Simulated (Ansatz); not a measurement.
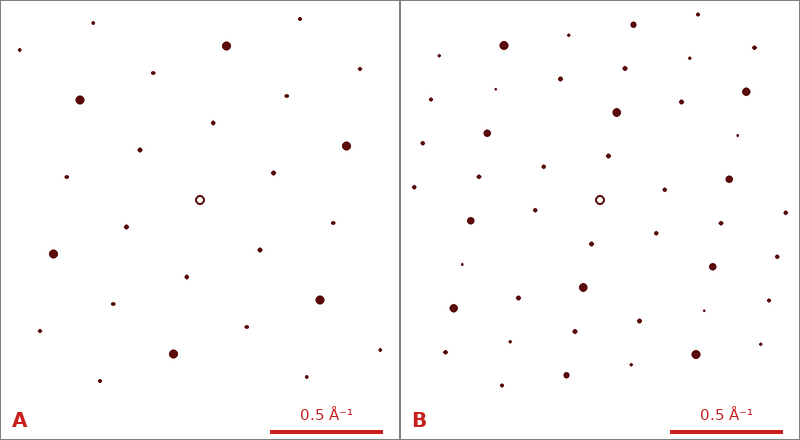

Kinematic electron diffraction patterns (200 kV, B = 0.5 Å², same scale, each along a low-index zone) of two structures of composition CaIr3, each relaxed at zero pressure with Ansatz, DFT PBE, scalar-relativistic, plane waves, PAW.

The structures (standard cells):
1. Pm-3m (No. 221), a = 4.022 Å, 4 atoms; generated start, possibly hypothetical
2. P6_3/mmc (No. 194), a = 5.752 Å, c = 4.629 Å (hexagonal axes), 8 atoms; generated start, possibly hypothetical

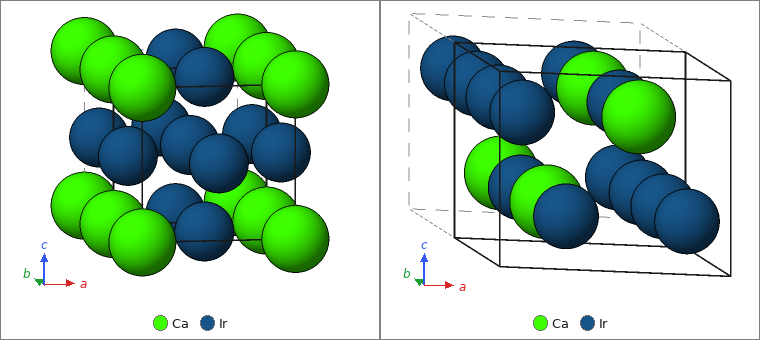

Drawings of the structures 1 to 2, from left to right (each may span several cells).

Which pattern belongs to which structure, and along which zone?

Answer. A is structure 1 along [111] or an equivalent direction: hexagonal net of -1 1 0 at d = 2.84 Å and -1 0 1 at d = 2.84 Å, 60.0° apart. B is structure 2 along [101] or an equivalent direction: centred rectangular net of 0 1 0 at d = 4.98 Å and 1 0 -1 at d = 3.39 Å, 70.1° apart (some points of this net are extinct or too weak to see).

Which structure lies lowest at this level of theory, and by how much?

Answer. Structure 1 (Pm-3m, 16.26 Å³ an atom) is the lowest of these; structure 2 (P6_3/mmc, 16.58 Å³ an atom) lies about 83 meV an atom higher. These are static energies at 0 K; other structures, not shown, may lie lower still.
